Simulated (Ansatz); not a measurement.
The calculation's input:

```
crystal:
  periodic: [false, false, false]
  atoms:
    - {symbol: C, position_ang: [0.723011, 0.495718, -0.356868]}
    - {symbol: "N", position_ang: [-0.013160, -0.082391, -1.194479]}
    - {symbol: Sn, position_ang: [-2.190309, 0.124286, -1.116944]}
    - {symbol: H, position_ang: [1.838631, 0.451334, -0.434667]}
    - {symbol: H, position_ang: [0.353898, 1.083391, 0.520832]}
    - {symbol: H, position_ang: [-2.169181, 0.769276, 0.583007]}
    - {symbol: H, position_ang: [-2.406647, -1.567832, -0.538686]}
basis:
  gaussian:
    orbitals: def2-TZVPD
total_charge: -1
magnetization:
  spin_polarized: false
  initial_magnetization: 0
hamiltonian:
  xc: pbe0
output:
  forces: true
  orbitals: {seedname: orbitals}
```

Command:

```sh
ansatz run input.yaml --threads 2 --pin off --max-ram 4350MiB --events-out events.jsonl --progress --plain --runs-dir runs
```

Geometry: PBE0-D3(BJ)/def2-SVPD; core potentials replace the inner electrons of Sn.

These are results of isolated molecule in a Gaussian basis; Kohn-Sham density functional theory, functional PBE0 in Ansatz, not measurements.

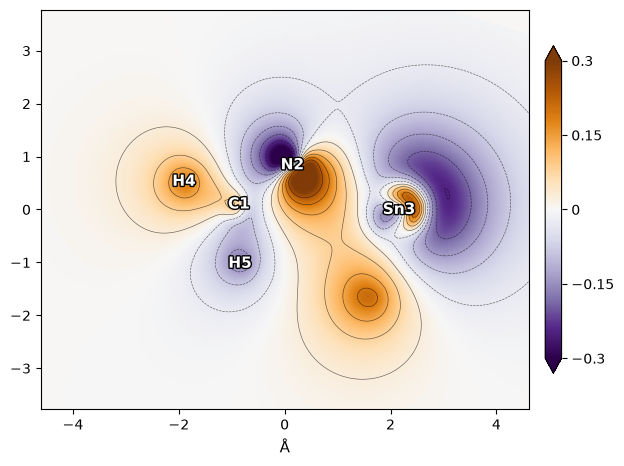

CH4NSn (charge −1). The HOMO on the plane of atoms N2, C1 and H4 (values in Å⁻³ᐟ²; the overall sign is arbitrary).

Question: Where does this orbital lie, and at what energy?

Answer: Its weight (Hirshfeld) is mainly on Sn3 (about 70 %), N2 (about 10 %), H7 (about 10 %) and H6 (about 5 %). Its energy is −0.73 eV.
